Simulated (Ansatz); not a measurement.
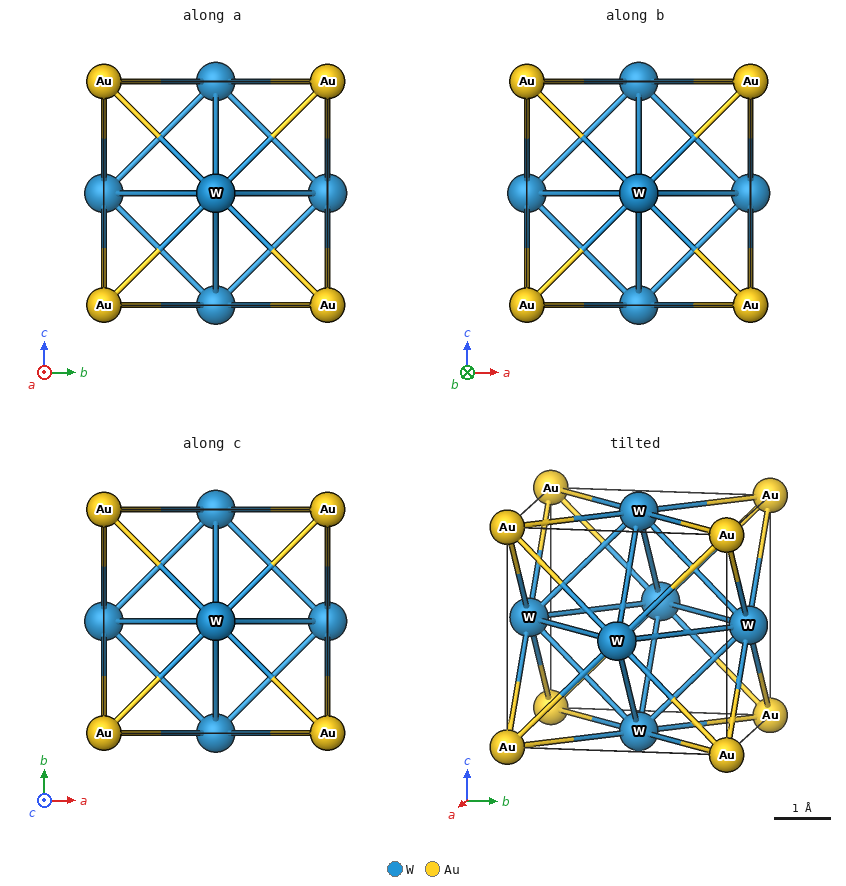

The structure above is drawn in ball-and-stick style and viewed along the a axis, along the b axis, along the c axis and slightly off an axis. Lines trace the edges of the conventional unit cell.

Lattice parameters: a = 4.0167 Å, b = 4.0167 Å, c = 4.0167 Å, α = 90.000°, β = 90.000°, γ = 90.000°.

Q: From the views, write a CIF with its space group and independent sites.

A:
```cif
data_structure
_symmetry_space_group_name_H-M 'P m -3 m'
_symmetry_Int_Tables_number 221
_cell_length_a 4.0167
_cell_length_b 4.0167
_cell_length_c 4.0167
_cell_angle_alpha 90.000
_cell_angle_beta 90.000
_cell_angle_gamma 90.000
_cell_volume 64.81
loop_
_atom_site_label
_atom_site_type_symbol
_atom_site_symmetry_multiplicity
_atom_site_Wyckoff_symbol
_atom_site_fract_x
_atom_site_fract_y
_atom_site_fract_z
_atom_site_occupancy
W1 W 3 c 0.0000 0.5000 0.5000 1
Au1 Au 1 a 0.0000 0.0000 0.0000 1
```

The initial geometry was a structure type filled with these elements by a generator (whether the compound takes this form wasn't checked). It was relaxed with Ansatz, DFT PBE, scalar-relativistic, plane waves, PAW.
